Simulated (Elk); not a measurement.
Band structure of TaTc (R-3m, 2 atoms in the cell).

```yaml
crystal:
  lattice:
    - [1.44042, 0.83162, 4.60222]
    - [-1.44042, 0.83162, 4.60222]
    - [0.00000, -1.66325, 4.60222]
  atoms:
    - { symbol: Tc, position: [0.00000, 0.00000, 0.00000] }
    - { symbol: Ta, position: [0.50000, 0.50000, 0.50000] }
```

Method of the run: Elk with PBE, all-electron FP-LAPW, Elk's shipped species files, APW+lo basis with extra local orbitals.

Settings: xctype = 20; rgkmax = 8; swidth = 0.00499791 Ha; ngridk = 7 7 7; gmaxvr = 16 1/bohr; nxlo = 2; lorbcnd = true; rmtscf = 0.91; lmaxi = 2; maxscl = 100.

The starting cell was generated: these elements placed on a structure prototype, without a prior relaxation; it need not be a known phase or ordering of this composition. Spin-orbit coupling is off. Spin polarisation is off. Values depend on the basis (sphere radii, cutoffs, local orbitals), which need not be converged.

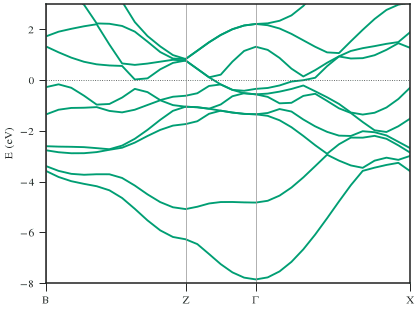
*Bands along the path, energies from the Fermi level.*

Levels in eV from the Fermi level, bands 18 to 25:
```json
[
 {"point": "B", "18": "-2.77", "19": "-2.61", "20": "-1.36", "21": "-0.29", "22": "1.32", "23": "1.71", "24": "3.19", "25": "4.80"},
 {"point": "Z", "18": "-1.74", "19": "-1.05", "20": "-1.05", "21": "-0.62", "22": "0.76", "23": "0.76", "24": "0.82", "25": "0.82"},
 {"point": "Γ", "18": "-1.35", "19": "-1.35", "20": "-0.57", "21": "-0.57", "22": "-0.35", "23": "1.30", "24": "2.20", "25": "2.20"},
 {"point": "X", "18": "-2.87", "19": "-2.69", "20": "-1.52", "21": "-0.30", "22": "1.26", "23": "1.88", "24": "3.05", "25": "4.58"}
]
```

Bands cross the Fermi level along this path, so the cell is metallic at this level.
